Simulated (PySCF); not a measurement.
System: C3H7ClOSi2 (SMILES O=C(Cl)C=C([SiH3])[SiH3]).

The calculation's input:

```
{"job": {"kind": "nmr", "xc": "PBE0", "basis": "pcSseg-1"}, "charge": 0, "multiplicity": 1}
O      1.912494     1.594973    -0.465660
C      2.089430     0.575166     0.138588
Cl     3.708611     0.176600     0.714364
C      1.091255    -0.410436     0.466164
C     -0.178673    -0.213052     0.076729
Si    -1.499661    -1.499499     0.500923
Si    -0.622135     1.366149    -0.896318
H      1.420724    -1.278591     1.020031
H     -0.877677    -2.595976     1.245973
H     -2.066346    -1.995058    -0.752332
H     -2.521206    -0.846419     1.317920
H      0.041336     1.363562    -2.193701
H     -0.429119     2.544932    -0.061568
H     -2.069709     1.217176    -1.133280
```

Launched as:

```sh
OMP_NUM_THREADS=1 python probes_run.py task.json out
```

Geometry: GFN2-xTB.

All numbers below come from PBE0/pcSseg-1, SCF density, gas phase, non-relativistic in PySCF.

**What will maps of the electron density and electron localisation function show?**

C–O (1.20 Å): ρ at the midpoint is about 3.4 e/Å³; the ELF peaks at about 0.85 between the atoms; a multiple bond.
C–C (1.34 Å): ρ at the midpoint is about 2.2 e/Å³; the ELF peaks at about 0.90 between the atoms; a multiple bond.
C–Cl (1.76 Å): ρ at the midpoint is about 1.4 e/Å³; the ELF peaks at about 0.90 between the atoms: localised, covalent bonding.
C–Si (1.89 Å): ρ is about 0.91 e/Å³ halfway; the ELF peaks at about 0.95 between the atoms (a covalent bond).

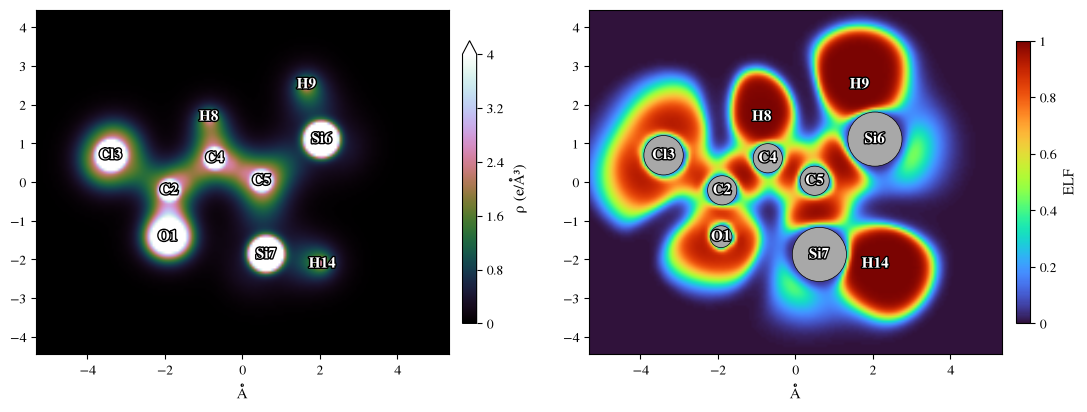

Computed electron density and electron localisation function on the plane of atoms C4, C5 and Si7, in this order. Grey discs cover the atomic cores in the ELF map. 
